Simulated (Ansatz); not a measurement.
# CH8InN: what the fields show

Input

```
crystal:
  periodic: [false, false, false]
  atoms:
    - {symbol: C, position_ang: [-1.007959, -0.153694, -1.927171]}
    - {symbol: In, position_ang: [-3.779262, 1.569867, -1.833583]}
    - {symbol: N, position_ang: [-1.504319, 1.133084, -2.408291]}
    - {symbol: H, position_ang: [-1.630530, -0.959633, -2.340318]}
    - {symbol: H, position_ang: [-1.102574, -0.192388, -0.832921]}
    - {symbol: H, position_ang: [0.043895, -0.344013, -2.198685]}
    - {symbol: H, position_ang: [-0.946629, 1.901871, -2.036583]}
    - {symbol: H, position_ang: [-1.432530, 1.195800, -3.423737]}
    - {symbol: H, position_ang: [-3.889666, 3.135092, -2.595934]}
    - {symbol: H, position_ang: [-4.447677, 0.182262, -2.653601]}
    - {symbol: H, position_ang: [-3.553551, 1.486484, -0.105357]}
basis:
  gaussian: {orbitals: def2-TZVPD}
total_charge: 0
hamiltonian: {xc: {name: PBE0}}
output: {forces: true, orbitals: {seedname: orbitals}}
```

Run with:

```sh
ansatz run input.yaml --threads 2 --pin off --max-ram 5220MiB --events-out events.jsonl --progress --plain --runs-dir runs
```

Geometry: PBE0-D4/def2-SVP; core potentials replace the inner electrons of In.

Computed with isolated molecule in a Gaussian basis; Kohn-Sham density functional theory, functional PBE0 in Ansatz.

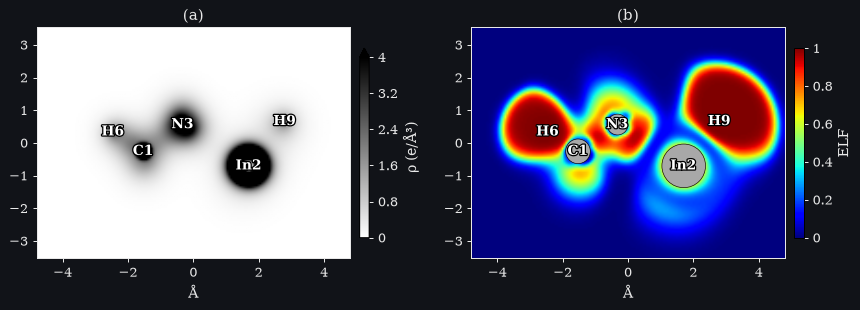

Figure 1. (a) electron density; (b) electron localisation function on the plane of atoms N3, C1 and H6. Grey discs cover the atomic cores in the ELF map.

What does the map show?

The plane passes through C, In, N and H nuclei. C–N (1.46 Å): ρ at the midpoint is about 1.9 e/Å³; the ELF peaks at about 0.95 between the atoms (a covalent bond). In–N (2.39 Å): ρ at the midpoint is about 0.36 e/Å³; the ELF peaks at about 0.95 in the valence shell of N, 0.7 Å from its nucleus, and drops to about 0.10 between the two atoms. C–H (1.10 Å): the density is about 2 e/Å³ at the midpoint; the ELF climbs to about 1 towards the hydrogen, as it does in any bond to H; a covalent bond by its length. In–H (1.74 Å): ρ is about 1.1 e/Å³ halfway; the ELF climbs to about 1 towards the hydrogen.

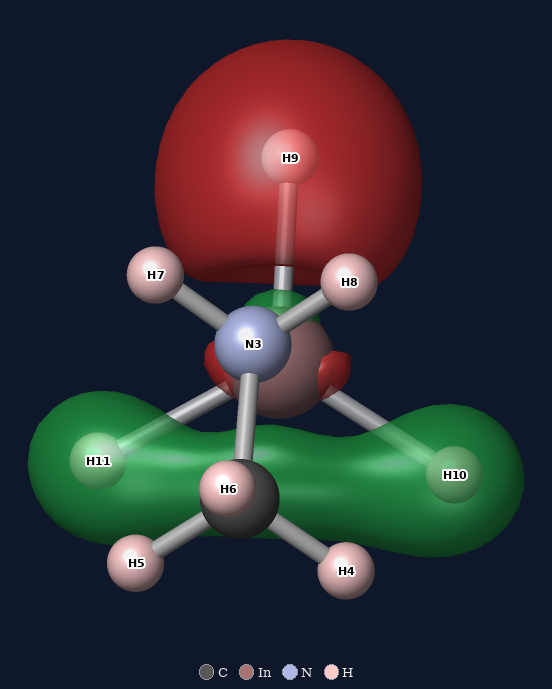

Figure 2. The HOMO−1 at ±0.15 Å⁻³ᐟ² (green and red are the two phases), seen at an oblique angle.

Where does this orbital lie, and at what energy?

It lies mainly on H9 (about 40 %), In2 (about 40 %), H10 (about 10 %) and H11 (about 10 %). Its energy is −7.30 eV.
